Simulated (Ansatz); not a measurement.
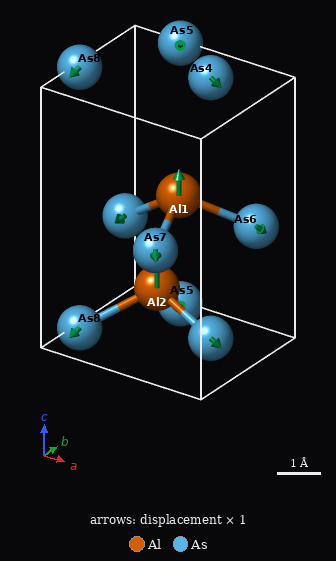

A relaxation of solid AlAs3 (a generated structure, set up in P6_3) (coarse preliminary run). The starting structure is drawn; green arrows show the displacements (the part carried along by the change of the cell is left out), at their true length.

A ball-and-stick model of the cell of the calculation, seen slightly off an axis.

Method: DFT PBE, scalar-relativistic, plane waves, PAW (Ansatz).

The input:
```yaml
crystal:
  lattice:
    - [5.98708877, 0.0, 0.0]
    - [-2.99354438, 5.18497097, 0.0]
    - [0.0, 0.0, 6.28715686]
  atoms:
    - { symbol: Al, position: [0.66666667, 0.33333333, 0.63847452] }
    - { symbol: Al, position: [0.33333333, 0.66666667, 0.13847452] }
    - { symbol: As, position: [0.34557891, 0.3070069, 0.50250918] }
    - { symbol: As, position: [0.65442109, 0.6929931, 0.00250918] }
    - { symbol: As, position: [0.3070069, 0.96142799, 0.00250918] }
    - { symbol: As, position: [0.96142799, 0.65442109, 0.50250918] }
    - { symbol: As, position: [0.6929931, 0.03857201, 0.50250918] }
    - { symbol: As, position: [0.03857201, 0.34557891, 0.00250918] }
basis:
  ecutwfc: 420
kpoints:
  mp_grid: { grid: [3, 3, 4] }
hamiltonian:
  xc: pbe
scf:
  occupations: { method: gaussian, width: 0.1 }
  lower_state_search: "off"
output:
  forces: true
  stress: true
  eigenvalues: true
relax:
  adjacent_minimum: "off"
  f_tol: 0.04
  max_steps: 70
  cell: { stress_tol: 0.4 }
```

Command:
```bash
ansatz run input.yaml --threads 1 --pin off --max-ram 2560MiB --backend cpu --events-out ev --progress --plain --runs-dir out
```

### What did the optimiser do to the structure, and how much energy did it gain?

Over 10 accepted moves (13 points after the start) the energy falls by 1472 meV per atom. Largest force component: 9.1 eV/Å at the start, 0.0068 eV/Å at the end. The pressure goes from 16.56 to 0.13 GPa. The line search rejected the trial step at point 8 of the run. At 2 points the geometry stayed and the basis and grid were re-selected for the new cell (energy shift of 3.9 meV per atom at most each time). The largest moves relative to the cell, 0.64 Å, are those of Al1 and Al2. Al1 goes along +c. By element the largest moves are Al 0.64 Å, As 0.36 Å. Cell: a = b 5.987 → 5.156 Å (−13.9 %), c 6.287 → 7.510 Å (+19.5 %). Volume −11.4 %. Near-neighbour distances that change, for instance: As3–As6 3.401 → 2.512 Å, Al1–As3 2.037 → 2.648 Å, As3–As6 (another image) 3.795 → 3.234 Å, Al1–As4 3.168 → 2.648 Å. Bond angles that change, for instance: As3–Al1–As6 103.6° → 75.3°. The space group (tolerance 0.01 Å) goes from P6_3 (No. 173) to P6_322 (No. 182).
